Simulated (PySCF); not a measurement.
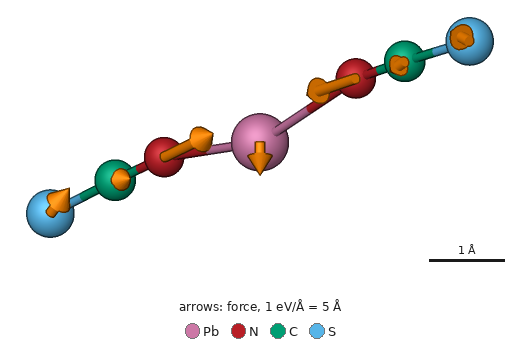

Starting geometry of PbC2N2S2 with the computed forces as orange arrows. Style: ball-and-stick. Shown from a free direction.

The start is a saddle point found before, displaced along its imaginary mode.

Theory: RKS PBE0, Pb def2-SVP with ECP60, N def2-SVP, C def2-SVP, S def2-SVP; non-relativistic Hamiltonian with scalar-relativistic core potentials; density fitting in PySCF.

Input
```
mol = gto.M(atom='''
Pb     0.00116     0.09285    -0.00000
N     -0.00311    -0.24998     2.34838
C     -0.00259    -0.20828     3.54746
S     -0.00142    -0.11435     5.13663
N     -0.00311    -0.24998    -2.34838
C     -0.00259    -0.20828    -3.54746
S     -0.00142    -0.11435    -5.13663''',
    basis={'Pb': 'def2-SVP', 'N': 'def2-SVP', 'C': 'def2-SVP', 'S': 'def2-SVP'},
    ecp={'Pb': 'def2-SVP'},
    charge=0, spin=0)
mf = dft.RKS(mol, xc='PBE0')
mf.grids.atom_grid = (50, 194)  # f atoms: at least (60, 302), unpruned
mf = mf.density_fit()  # Pb def2-universal-JKFIT, N def2-universal-JKFIT, C def2-universal-JKFIT, S def2-universal-JKFIT
mf.conv_tol = 1e-08; mf.max_cycle = 55
mf.kernel(dm0)
# quasi-Newton relaxation in Cartesian coordinates to a largest gradient under 0.00045 Eh/bohr, steps kept in the point group
```

Launched with:
```bash
OMP_NUM_THREADS=2 python run.py
```

> What follows when this structure is relaxed?

It isn't relaxed: the largest force vector, on N atoms, is 0.24 eV/Å. The final displacements follow the starting forces only in part (cosine between the two patterns 0.79). Over 21 geometry steps the energy falls by 23.5 kcal/mol. The largest force component goes from 0.24 to 0.015 eV/Å. Pb1 moves most after the best rigid fit: 1.38 Å. By element the largest moves are Pb 1.38 Å, S 1.16 Å, C 0.82 Å, N 0.79 Å. Near-neighbour distances that change, for instance: Pb1–N2 2.373 → 2.189 Å, C3–S4 1.592 → 1.584 Å. Bond angles that change, for instance: N2–Pb1–N5 163.4° → 93.6°, Pb1–N5–C6 169.7° → 153.7°. The run took 110 s on 2 threads of Arm Neoverse V1, with other jobs on the host, peak memory 1.2 GiB.
